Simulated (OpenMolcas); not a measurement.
# Multiconfigurational calculation: Fe³⁺ complex (part 2 of 2)

Continued. System: Fe³⁺ with 6 ligands (H2O and Cl; tetragonal octahedron, 2 Å), with no charges around it. Method: state-averaged CASSCF, active space 5 electrons in the shell 3d, basis ANO-RCC-VTZP on the metal and ANO-RCC-VDZP on the ligands, DKH2 scalar Hamiltonian, spin-orbit coupling by RASSI with atomic mean-field integrals (OpenMolcas).

## Log (extracts), continued
```
--- RASSI ---
SPIN-FREE ENERGIES:
  (Shifted by EMIN (a.u.) =      -2497.5961620993)

 SF State       Relative EMIN(au)   Rel lowest level(eV)    D:o, cm**(-1)

     1             0.0000000000        0.0000000000              0.0000
     2             0.1212041636        3.2981333117          26601.2391
     3             0.1227083443        3.3390641519          26931.3686
     4             0.1251472526        3.4054302290          27466.6471
     5             0.1427325448        3.8839504061          31326.1727
     6             0.1468866187        3.9969885164          32237.8865
     7             0.1508936916        4.1060265238          33117.3373
     8             0.1527562916        4.1567104519          33526.1308
     9             0.1574360812        4.2840540150          34553.2259
    10             0.1577136504        4.2916070574          34614.1453
    26             0.1620871553        4.4106161873          35574.0186
    27             0.1666214922        4.5340017810          36569.1906
    28             0.1693832071        4.6091518717          37175.3169
    11             0.1830396618        4.9807629344          40172.5623
    12             0.1846237231        5.0238674408          40520.2236
    13             0.1875488619        5.1034645200          41162.2173
    29             0.1905499035        5.1851270240          41820.8698
    14             0.1925920337        5.2406962172          42269.0656
    30             0.1935005831        5.2654191060          42468.4691
    15             0.1939024750        5.2763551411          42556.6742
    31             0.1946452843        5.2965680124          42719.7020
    32             0.1973532778        5.3702562684          43314.0379
    33             0.2022438545        5.5033356396          44387.3954
    34             0.2027118169        5.5160695457          44490.1013
    35             0.2058568943        5.6016514634          45180.3660
    16             0.2094264311        5.6987835066          45963.7888
    36             0.2110363420        5.7425914151          46317.1234
    17             0.2130045446        5.7961489348          46749.0939
    37             0.2132015721        5.8015103278          46792.3365
    18             0.2138639194        5.8195337141          46937.7049
    38             0.2200702365        5.9884162064          48299.8340
    39             0.2334767560        6.3532261858          51242.2249
    40             0.2339783544        6.3668753741          51352.3131
    41             0.2351597914        6.3990239133          51611.6085
    42             0.2352674591        6.4019536997          51635.2389
    43             0.2370010492        6.4491270894          52015.7179
    44             0.2381011095        6.4790612575          52257.1532
    45             0.2399078320        6.5282246804          52653.6830
    46             0.2452686895        6.6741010446          53830.2552
    47             0.2530503144        6.8858498448          55538.1245
Eigenvalues of complex Hamiltonian:
   -----------------------------------
  (Shifted by EMIN (a.u.) =      -2497.5961620993)

 SO State       Relative EMIN(au)   Rel lowest level(eV)    D:o, cm**(-1)

     1            -0.0001248973        0.0000000000              0.0000
     2            -0.0001248973        0.0000000000              0.0000
     3            -0.0001232809        0.0000439849              0.3548
     4            -0.0001232809        0.0000439849              0.3548
     5            -0.0001201696        0.0001286481              1.0376
     6            -0.0001201696        0.0001286481              1.0376
     7             0.1209563835        3.2947895008          26574.2695
     8             0.1209563835        3.2947895008          26574.2695
     9             0.1210331365        3.2968780554          26591.1148
    10             0.1210331365        3.2968780554          26591.1148
    11             0.1224918714        3.3365722541          26911.2701
    12             0.1224918714        3.3365722541          26911.2701
    13             0.1225688223        3.3386661958          26928.1589
    14             0.1225688223        3.3386661958          26928.1589
    15             0.1249482778        3.4034144770          27450.3890
    16             0.1249482778        3.4034144770          27450.3890
    17             0.1250755238        3.4068770178          27478.3163
    18             0.1250755238        3.4068770178          27478.3163
    19             0.1425145883        3.8814181384          31305.7485
    20             0.1425145883        3.8814181384          31305.7485
    21             0.1425542764        3.8824981072          31314.4591
    22             0.1425542764        3.8824981072          31314.4591
    23             0.1466917863        3.9950854855          32222.5375
    24             0.1466917863        3.9950854855          32222.5375
    25             0.1467923012        3.9978206347          32244.5980
    26             0.1467923012        3.9978206347          32244.5980
    27             0.1507063698        4.1043278677          33103.6367
    28             0.1507063698        4.1043278677          33103.6367
    29             0.1507773580        4.1062595552          33119.2169
    30             0.1507773580        4.1062595552          33119.2169
    31             0.1525913851        4.1556217465          33517.3498
    32             0.1525913851        4.1556217465          33517.3498
    33             0.1526682585        4.1577135782          33534.2215
    34             0.1526682585        4.1577135782          33534.2215
    35             0.1572851039        4.2833443423          34547.5020
    36             0.1572851039        4.2833443423          34547.5020
    37             0.1573198509        4.2842898566          34555.1281
    38             0.1573198509        4.2842898566          34555.1281
    39             0.1575422940        4.2903428425          34603.9487
    40             0.1575422940        4.2903428425          34603.9487
    41             0.1576162032        4.2923540150          34620.1699
Weights of the five most important spin-orbit-free states for each spin-orbit state.

 SO State  Total energy (au)           Spin-free states, spin, and weights
 -------------------------------------------------------------------------------------------------------
    1        -0.000125       1 2.5  0.9992    3 1.5  0.0003   18 1.5  0.0002    2 1.5  0.0001   17 1.5  0.0001
    2        -0.000125       1 2.5  0.9992    3 1.5  0.0003   18 1.5  0.0002    2 1.5  0.0001   17 1.5  0.0001
    3        -0.000123       1 2.5  0.9992    3 1.5  0.0002    4 1.5  0.0002   18 1.5  0.0001    2 1.5  0.0001
    4        -0.000123       1 2.5  0.9992    3 1.5  0.0002    4 1.5  0.0002   18 1.5  0.0001    2 1.5  0.0001
    5        -0.000120       1 2.5  0.9992    2 1.5  0.0002    4 1.5  0.0002   16 1.5  0.0002   17 1.5  0.0001
    6        -0.000120       1 2.5  0.9992    2 1.5  0.0002    4 1.5  0.0002   16 1.5  0.0002   17 1.5  0.0001
    7         0.120956       2 1.5  0.9847    3 1.5  0.0069    4 1.5  0.0035   26 0.5  0.0021   28 0.5  0.0008
    8         0.120956       2 1.5  0.9847    3 1.5  0.0069    4 1.5  0.0035   26 0.5  0.0021   28 0.5  0.0008
    9         0.121033       2 1.5  0.9835    4 1.5  0.0103    3 1.5  0.0031    5 1.5  0.0005   28 0.5  0.0005
   10         0.121033       2 1.5  0.9835    4 1.5  0.0103    3 1.5  0.0031    5 1.5  0.0005   28 0.5  0.0005
   11         0.122492       3 1.5  0.9847    2 1.5  0.0057    4 1.5  0.0054   27 0.5  0.0014   26 0.5  0.0010
   12         0.122492       3 1.5  0.9847    2 1.5  0.0057    4 1.5  0.0054   27 0.5  0.0014   26 0.5  0.0010
```

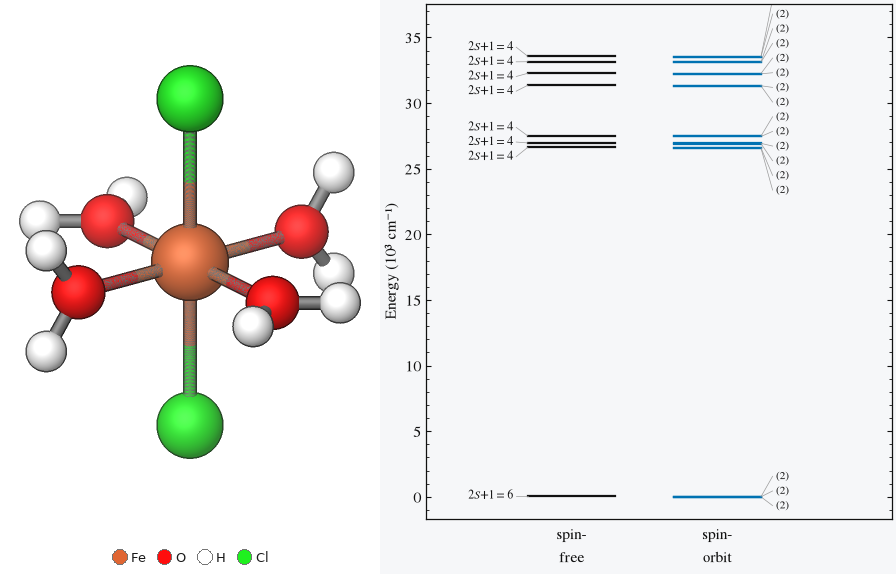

Fig. 1: Fe³⁺ (3d⁵) with 6 ligands, H₂O with axial Cl⁻, at 2 Å (arrangement: tetragonal octahedron, Ci), axial distortion 1.263, and its levels. Labels give the representation in O, Td, D4 or D3 as the site allows (double group for half-integer spin) where it could be assigned and, in brackets, the degeneracy; spin-free states, where drawn, share the zero of the spin-orbit levels. The ground level is a Kramers doublet, 100 % from states of spin multiplicity 6. Its principal g values are 1.88, 4.51 and 7.37. The next level lies at 0.35 cm⁻¹. The active orbitals hold 90 to 98 % metal character (Löwdin), and the Mulliken charge of the metal is +1.81.

Outcome of the run: converged.
